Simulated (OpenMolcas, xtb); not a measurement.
## GeH4O2 (SMILES [OH][GeH2][OH]): the HOMO–LUMO gap, rung by rung

GeH4O2 has 7 atoms, charge 0, and is taken as a singlet. SMILES: `[OH][GeH2][OH]`. Geometry: relaxed at PBE0-D4/def2-TZVP. This is one conformer, not always the lowest.

```
atom    x (Å)    y (Å)    z (Å)
   O  -1.4913  -0.4160  -0.1739
  Ge   0.0235   0.3770   0.3053
   O   1.3474  -0.7989   0.4006
   H  -1.6349  -0.4187  -1.1221
   H   0.3634   1.4605  -0.7391
   H  -0.1725   0.8631   1.7373
   H   1.6256  -1.1352  -0.4538
```

Each level gives the HOMO–LUMO gap (eV). The values are calculated.

```json
{"level": "GFN2-xTB", "kind": "semi-empirical", "program": "xtb", "value (eV)": "8.51", "CPU time": "under 2 s"}
{"level": "GFN0-xTB", "kind": "semi-empirical", "program": "xtb", "value (eV)": "6.08", "CPU time": "under 2 s"}
{"level": "HF/cc-pVDZ", "kind": "Hartree–Fock", "program": "OpenMolcas", "value (eV)": "16.63", "CPU time": "8.8 s"}
{"level": "SVWN5/cc-pVDZ", "kind": "LDA", "program": "OpenMolcas", "value (eV)": "6.50", "CPU time": "24 s"}
{"level": "BLYP/cc-pVDZ", "kind": "GGA", "program": "OpenMolcas", "value (eV)": "6.43", "CPU time": "34 s"}
{"level": "PBE/cc-pVDZ", "kind": "GGA", "program": "OpenMolcas", "value (eV)": "6.55", "CPU time": "36 s"}
{"level": "TPSS/cc-pVDZ", "kind": "meta-GGA", "program": "OpenMolcas", "value (eV)": "6.89", "CPU time": "44 s"}
{"level": "B3LYP/cc-pVDZ", "kind": "global hybrid", "program": "OpenMolcas", "value (eV)": "8.61", "CPU time": "31 s"}
{"level": "B2PLYP/cc-pVDZ", "kind": "double hybrid", "program": "OpenMolcas", "value (eV)": "12.01", "CPU time": "22 s"}
```

All-electron rows without a relativistic Hamiltonian named are non-relativistic. The values span 6.08 to 16.63 eV. Orbital gaps aren't excitation energies, and those of double hybrids come from the SCF part alone; they tend to grow with the share of exact exchange. CPU times are rough (shared hosts, several kinds of processor): they show what a rung costs within a factor of a few.

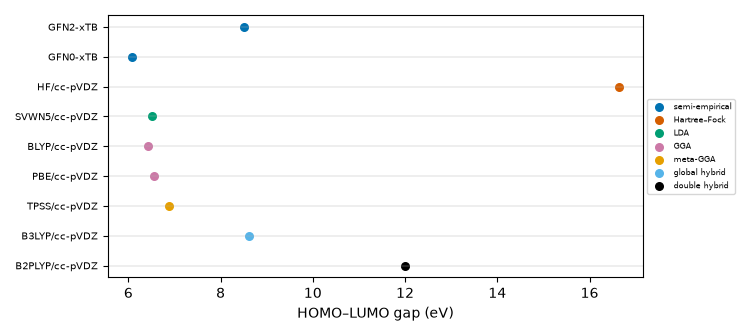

The values of the table, level by level.
